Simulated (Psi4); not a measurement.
**HSE06/def2-TZVP run of BNH3F (SMILES NBF)**

What is the vertical ionisation energy of BNH3F at HSE06/def2-TZVP? 

The calculation is run with Psi4 1.11.

2 further runs of the same task are left out: 2 set aside as unsound or not needed.

### Step 1. The system as given

The species is BNH3F (6 atoms), meant as a singlet with charge 0. As SMILES, `NBF`. The shape is that of a PBE0-D4/def2-TZVP optimisation.

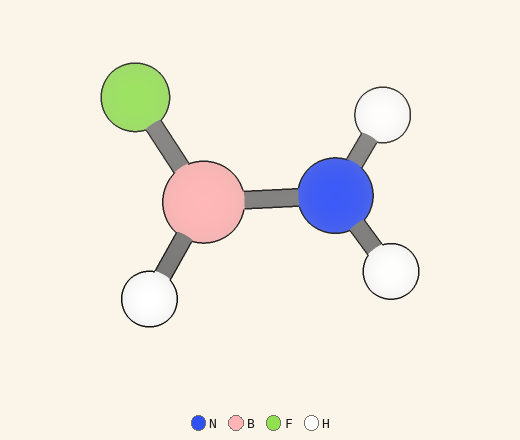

The structure, seen from a chosen angle (nitrogen blue, boron pink, fluorine green, hydrogen white).

### Step 2. A single-point energy at HSE06/def2-TZVP

The input, input.in:

```
memory 1600 mb

molecule geom {
  0 1
  N     -0.426400     0.101100    -0.582100
  B      0.415700    -0.151700     0.493800
  F      0.446700     0.710400     1.515900
  H     -0.487800    -0.513300    -1.373400
  H     -1.022000     0.910700    -0.632200
  H      1.115700    -1.121200     0.531800
  symmetry c1
  no_reorient
  no_com
}

set {
  puream true
  e_convergence 1e-09
  d_convergence 1e-08
  scf_type pk
  dft_radial_points 99
  dft_spherical_points 590
}

e, wfn = energy('hse06/def2-TZVP', return_wfn=True)
```

Run with:

```console
$ psi4 -i input.in -o input.out -n 1
```

input.out:

```text
[...]
  Running in c1 symmetry.
[...]
  Nuclear repulsion =   65.180622369518204
[...]
  Multiplicity = 1
[...]
  Nalpha       = 12
  Nbeta        = 12
[...]
    Number of basis functions: 111
[...]
   @RKS iter   1:  -180.96753020828660   -3.68100e-01   7.61521e-03 ADIIS/DIIS
[...]
   @RKS iter  10:  -181.24871937600179   -2.98428e-11   9.30818e-09 DIIS
[...]
    Orbital Energies [Eh]
    ---------------------
    Doubly Occupied:
       1A    -24.738973     2A    -14.368596     3A     -6.801322
       4A     -1.204988     5A     -0.886284     6A     -0.553605
       7A     -0.527350     8A     -0.488370     9A     -0.441073
      10A     -0.433212    11A     -0.342139    12A     -0.300131
[...]
  @RKS Final Energy:  -181.24871937600179
   => Energetics <=
    Nuclear Repulsion Energy =             65.1806223695182041
    One-Electron Energy =                -378.1579817012642479
    Two-Electron Energy =                 149.1290562538645474
    DFT Exchange-Correlation Energy =     -17.4004162981203159
    Empirical Dispersion Energy =           0.0000000000000000
    VV10 Nonlocal Energy =                  0.0000000000000000
    Total Energy =                       -181.2487193760017874
[...]
 Multipole Moments:
 ------------------------------------------------------------------------------------
     Multipole            Electronic (a.u.)      Nuclear  (a.u.)        Total (a.u.)
 ------------------------------------------------------------------------------------
 L = 1.  Multiply by 2.5417464519 to convert [e a0] to [Debye]
 Dipole X            :         -5.5814560            5.1398661           -0.4415899
 Dipole Y            :        -10.7294076           10.6183711           -0.1110365
 Dipole Z            :        -20.8009895           19.9623109           -0.8386786
 Magnitude           :                                                    0.9543126
[...]
```

Wall time 46 s (1 thread of Intel Xeon Platinum 8259CL at 2.50GHz (Skylake/Cascade Lake), shared host); peak memory 0.78 GiB.

### Step 3. The doublet cation at the same level

The input, run.py:

```python
import psi4

psi4.set_memory(1600000000)
psi4.set_num_threads(1)
psi4.core.set_output_file('bfh3n.out', False)

m = psi4.geometry("""
1 2
N
B 1 1.389461
F 2 1.337485 1 119.24287
H 1 1.0037 2 122.42334 3 -179.98002
H 1 1.006331 4 114.64607 2 -179.99153
H 2 1.196401 3 118.9791 1 179.9954
symmetry c1
""")

options = {'basis': 'def2-TZVP', 'reference': 'uks', 'puream': True, 'e_convergence': 1e-09, 'd_convergence': 1e-08, 'scf_type': 'pk', 'dft_radial_points': 99, 'dft_spherical_points': 590, 'maxiter': 200}
psi4.set_options(options)

result, w = psi4.energy('HSE06', return_wfn=True)
psi4.oeprop(w, 'WIBERG_LOWDIN_INDICES', 'LOWDIN_CHARGES', 'DIPOLE', title='HSE06')
print(f'HSE06 energy: {result:.10f} Eh')
```

Run with:

```console
$ python run.py
```

bfh3n.out:

```text
[...]
  Running in c1 symmetry.
[...]
  Nuclear repulsion =   65.180610846743804
[...]
  Multiplicity = 2
[...]
  Nalpha       = 12
  Nbeta        = 11
[...]
    Number of basis functions: 111
[...]
   @UKS iter   1:  -180.56059126940454    3.88379e-02   6.79139e-03 DIIS/ADIIS
[...]
   @UKS iter  16:  -180.83598392693813   -1.29603e-11   4.36349e-09 DIIS
[...]
   @S^2 Observed:                7.551045674E-01
[...]
    Orbital Energies [Eh]
    ---------------------
    Alpha Occupied:
       1A    -25.014594     2A    -14.788549     3A     -7.100524
       4A     -1.471620     5A     -1.282788     6A     -0.888078
       7A     -0.882354     8A     -0.771749     9A     -0.747192
      10A     -0.699578    11A     -0.687552    12A     -0.602952
    Alpha Virtual:
      13A     -0.257294    14A     -0.214635    15A     -0.164843
      16A     -0.134463    17A     -0.092173    18A     -0.071299
      19A     -0.069773    20A     -0.025798    21A      0.013885
      22A      0.072249    23A      0.091024    24A      0.091202
      25A      0.156525    26A      0.195376    27A      0.200017
[...]
  @UKS Final Energy:  -180.83598392693813
   => Energetics <=
    Nuclear Repulsion Energy =             65.1806108467438037
    One-Electron Energy =                -370.6926321707625220
    Two-Electron Energy =                 141.8134228006231297
    DFT Exchange-Correlation Energy =     -17.1373854035425168
    Empirical Dispersion Energy =           0.0000000000000000
    VV10 Nonlocal Energy =                  0.0000000000000000
    Total Energy =                       -180.8359839269381268
[...]
 Multipole Moments:
 ------------------------------------------------------------------------------------
     Multipole            Electronic (a.u.)      Nuclear  (a.u.)        Total (a.u.)
 ------------------------------------------------------------------------------------
 L = 1.  Multiply by 2.5417464519 to convert [e a0] to [Debye]
 Dipole X            :          0.0000667            0.0000478            0.0001145
 Dipole Y            :         -1.4153112            2.4670180            1.0517068
 Dipole Z            :          1.2437612           -3.4442991           -2.2005380
 Magnitude           :                                                    2.4389454
[...]
```

Standard output:

```text
HSE06 energy: -180.8359839269 Eh
```

Run time: 84 s. Hardware: 1 thread of Intel Xeon Platinum 8259CL at 2.50GHz (Skylake/Cascade Lake), shared host; peak memory 0.78 GiB.

### Step 4. Outcome

Level: HSE06/def2-TZVP.

| quantity | value |
| --- | --- |
| singlet BNH3F: total energy | -181.24872 Eh |
| singlet BNH3F: dipole moment | 2.43 D |
| singlet BNH3F: HOMO energy | -8.17 eV |
| singlet BNH3F: LUMO energy | 0.55 eV |
| singlet BNH3F: HOMO–LUMO gap | 8.72 eV |
| doublet cation: total energy | -180.83598 Eh |
| doublet cation: HOMO energy (highest over α and β) | -16.34 eV |
| doublet cation: LUMO energy (lowest over α and β) | -14.25 eV |
| doublet cation: ⟨S²⟩ | 0.755 |
| vertical ionisation energy (to the doublet cation) | 11.231 eV |

In words: The vertical ionisation energy comes to 11.23 eV (259 kcal/mol). The negative HOMO energy of the first species, 8.17 eV, lies 3.06 eV below that difference.
